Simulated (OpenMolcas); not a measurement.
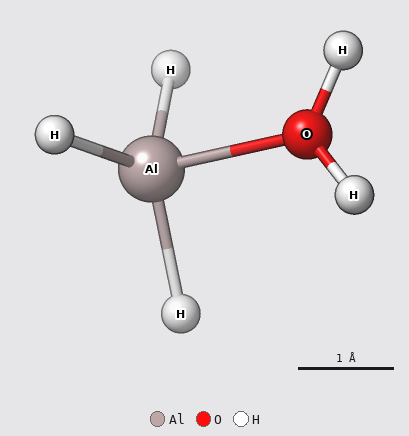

The structure (ball-and-stick view, seen at a tilt). Sticks mark near contacts. Bond lengths as drawn: Al–H 1.57 Å, Al–O 1.89 Å and H–O 0.96 Å.

**Single-point calculation, with input and output: AlH₅O (part 1 of 2)**

System: AlH₅O (Al(H2O)H3).
Method: MC-PDFT (tPBE)/ANO-XS-VDZ, DKH2 (OpenMolcas 26.06).

The geometry comes from this level: GFN2-xTB.

## The input
```
* AlH5O MC-PDFT
>>> EXPORT MOLCAS_PRINT=2
&GATEWAY
Coord
geom.xyz
Basis
ANO-XS-VDZ
Group
NoSym
RICD
&SEWARD
Relativistic
R02E00
GridInput
Grid=UltraFine
End of Grid
&RASSCF
FileOrb
$CurrDir/step2.RasOrb
Spin
1
Nactel
2 0 0
Inactive
12
Ras2
2
OrbListing
Nothing
&MCPDFT
KSDFT
T:PBE
```

## File geom.xyz
```
7

Al     0.038170    -0.063310    -0.878000
O     -0.024940     0.038110     1.009060
H     -0.734700    -0.319470     1.555830
H      0.587960     0.568180     1.531290
H      1.607200    -0.040110    -0.978390
H     -0.735740     1.245780    -1.269530
H     -0.737950    -1.429180    -0.970260
```

Command:
```bash
export MOLCAS_MEM=1860
pymolcas step7.input > step7.log
```

## Output
```
--- Start Module: gateway ---

                                              &GATEWAY

                       available to each process: 1.9 GB of memory, 1 thread

++    Symmetry information:
      ---------------------

                    Character Table for C1

                             E
                    a        1  x, y, xy, Rz, z, xz, Ry, yz, Rx, I
--

++    Basis set information:
      ----------------------

      Basis set label: AL.ANO-XS...4S3P.

      Electronic valence basis set:
      ------------------
      Associated Effective Charge  13.000000 au
      Associated Actual Charge     13.000000 au
      Nuclear Model: Finite nucleus - Gaussian distribution
        Gaussian exponent, Xi/bohr**(-2):  4.43360E+08

      Shell  nPrim  nBasis  Cartesian Spherical Contaminant
         s      11       4        X
         p       7       3        X

      Basis set label: O.ANO-XS...3S2P.

      Electronic valence basis set:
      ------------------
      Associated Effective Charge   8.000000 au
      Associated Actual Charge      8.000000 au
      Nuclear Model: Finite nucleus - Gaussian distribution
        Gaussian exponent, Xi/bohr**(-2):  5.86314E+08

      Shell  nPrim  nBasis  Cartesian Spherical Contaminant
         s       8       3        X
         p       4       2        X

      Basis set label: H.ANO-XS...2S.

      Electronic valence basis set:
      ------------------
      Associated Effective Charge   1.000000 au
      Associated Actual Charge      1.000000 au
      Nuclear Model: Finite nucleus - Gaussian distribution
        Gaussian exponent, Xi/bohr**(-2):  2.12482E+09

      Shell  nPrim  nBasis  Cartesian Spherical Contaminant
         s       4       2        X
--

++    Molecular structure info:
      -------------------------

                    ************************************************
                    **** Cartesian Coordinates / bohr, angstrom ****
                    ************************************************

     Center  Label                x              y              z                     x              y              z
        1      AL1              0.072131      -0.119639      -1.659180              0.038170      -0.063310      -0.878000
        2      O2              -0.047130       0.072017       1.906847             -0.024940       0.038110       1.009060
        3      H3              -1.388382      -0.603711       2.940093             -0.734700      -0.319470       1.555830
        4      H4               1.111083       1.073705       2.893719              0.587960       0.568180       1.531290
        5      H5               3.037168      -0.075797      -1.848889              1.607200      -0.040110      -0.978390
        6      H6              -1.390347       2.354183      -2.399064             -0.735740       1.245780      -1.269530
        7      H7              -1.394523      -2.700759      -1.833526             -0.737950      -1.429180      -0.970260

                    ***************************************
                    *    InterNuclear Distances / bohr    *
                    ***************************************

               1 AL1           2 O2            3 H3            4 H4            5 H5            6 H6
    1 AL1      0.000000
    2 O2       3.573164        0.000000
    3 H3       4.849817        1.822954        0.000000
    4 H4       4.819997        1.821744        3.010515        0.000000
    5 H5       2.971423        4.862129        6.542058        5.246283        0.000000
    6 H6       2.967501        5.055035        6.103747        5.992523        5.080392        0.000000
    7 H7       2.973828        4.847076        5.213931        6.547632        5.150781        5.086481

               7 H7
    7 H7       0.000000

                    *******************************************
                    *    InterNuclear Distances / angstrom    *
                    *******************************************

               1 AL1           2 O2            3 H3            4 H4            5 H5            6 H6
    1 AL1      0.000000
    2 O2       1.890837        0.000000
    3 H3       2.566413        0.964666        0.000000
    4 H4       2.550633        0.964025        1.593096        0.000000
    5 H5       1.572409        2.572928        3.461908        2.776213        0.000000
    6 H6       1.570334        2.675010        3.229964        3.171106        2.688428        0.000000
    7 H7       1.573682        2.564962        2.759094        3.464857        2.725676        2.691650

               7 H7
    7 H7       0.000000

                    **************************************
                    *    Valence Bond Angles / degree    *
                    **************************************
                          Atom centers                 Phi
                      5 H5       1 AL1      6 H6       117.62
                      5 H5       1 AL1      7 H7       120.08
                      6 H6       1 AL1      7 H7       117.77
                      3 H3       2 O2       4 H4       111.38
--

            Nuclear Potential Energy             63.20748993 au

--- Stop Module: gateway /rc=_RC_ALL_IS_WELL_ ---

--- Start Module: seward ---

                                              &SEWARD

                       available to each process: 1.9 GB of memory, 1 thread

               SEWARD will generate:
                  Multipole Moment integrals up to order  2
                  Kinetic Energy integrals
                  Nuclear Attraction integrals (finite nuclei - Gaussian type)
                  One-Electron Hamiltonian integrals
                  Velocity integrals
                  Relativistic Douglas-Kroll-Hess integrals:
                    - Parametrization         : EXP
                    - DKH order of Hamiltonian: 2
                    - DKH order of Properties : 0
                         - multipole moment operators
                         - electric potential operators
                         - contact operators
                  Orbital angular momentum around (  0.0243  -0.0422  -0.3023 )
                  Velocity quadrupole around (  0.0243  -0.0422  -0.3023 )
                  RI decomposed two-electron repulsion integrals stored Cholesky style
                   - acCD auxiliary basis
                   - CD Threshold:   1.00E-04

                   Integrals are discarded if absolute value <: 1.00E-14
                   Integral cutoff threshold is set to       <: 1.00E-16

            Nuclear Potential Energy             63.20748993 au

      Basis set specifications :
      Symmetry species         a
      Basis functions           32

--- Stop Module: seward /rc=_RC_ALL_IS_WELL_ ---

--- Start Module: rasscf ---

                                              &RASSCF

                       available to each process: 1.9 GB of memory, 1 thread

      Header of the ONEINT file:
      --------------------------

      OrdInt status: non-squared

      Cartesian coordinates in angstrom:
      -----------------------------------------------------
      No.  Label        X            Y            Z
      -----------------------------------------------------
       1   AL1        0.03817000  -0.06331000  -0.87800000
       2   O2        -0.02494000   0.03811000   1.00906000
       3   H3        -0.73470000  -0.31947000   1.55583000
       4   H4         0.58796000   0.56818000   1.53129000
       5   H5         1.60720000  -0.04011000  -0.97839000
       6   H6        -0.73574000   1.24578000  -1.26953000
       7   H7        -0.73795000  -1.42918000  -0.97026000
      -----------------------------------------------------
      Nuclear repulsion energy =   63.20748993

++    Wave function specifications:
      -----------------------------

      Number of closed shell electrons          24
      Number of electrons in active shells       2
      Max number of holes in RAS1 space          0
      Max nr of electrons in RAS3 space          0
      Number of inactive orbitals               12
      Number of active orbitals                  2
      Number of secondary orbitals              18
      Spin quantum number                      0.0
      State symmetry                             1
--

++    Orbital specifications:
      -----------------------

      Symmetry species                           1
                                                 a
      Frozen orbitals                            0
      Inactive orbitals                         12
      Active orbitals                            2
      RAS1 orbitals                              0
      RAS2 orbitals                              2
      RAS3 orbitals                              0
      Secondary orbitals                        18
      Deleted orbitals                           0
      Number of basis functions                 32
--

++    CI expansion specifications:
      ----------------------------

      Number of CSFs                             3
      Number of spin combinations                3
      Number of determinants                     4
      Number of root(s) required                 1
      Root chosen for geometry opt.              1
      CI root used                               1

      highest root included in the CI            1
      max. size of the explicit Hamiltonian      3
--

++    Optimization specifications:
      ----------------------------

      RASSCF algorithm: LK RI/DF
      Maximum number of macro iterations       200
      Maximum number of SX iterations          100
      Threshold for RASSCF energy            1.000E-08
      Threshold for max MO rotation          1.000E-01
      Threshold for max BLB element          1.000E-04
      Level shift parameter                  5.000E-01
      Make Quasi-Newton update
--

      The MO-coefficients are taken from the file:
      step2.RasOrb
      Title: RASSCF average (pseudo-natural) orbitals

      Total molecular charge    0.00

      ************************************************************************************************************************
      *                                            Wave function control section                                             *
      ************************************************************************************************************************

                                         RASSCF iterations: Energy and convergence statistics
                                         ----------------------------------------------------

          iter iter root      energy       change     param      element    value   shift minimum  type update hh:mm:ss
 Nr of preliminary CI iterations:   1
        1   1    4    1  -320.12060078    0.00E+00  -9.44E-06   13  24 1  4.35E-06   0.00   0.00    SX    NO    0:00:00
        2   1    4    1  -320.12060078   -6.28E-11   5.10E-06   13  24 1  1.66E-06   0.00   0.00    SX    NO    0:00:00
        3   1    3    1  -320.12060078   -1.25E-11   3.11E-06   13  24 1  6.71E-07   0.00   0.00    SX    NO    0:00:00
        4   1    2    1  -320.12060078   -1.14E-12  -1.93E-06   13  24 1  2.90E-07   0.00   0.00    SX    NO    0:00:00
      Convergence after  4 iterations
        5   1    2    1  -320.12060078   -7.96E-13  -1.93E-06   13  24 1  1.33E-07   0.00   0.00    SX    NO    0:00:00
```
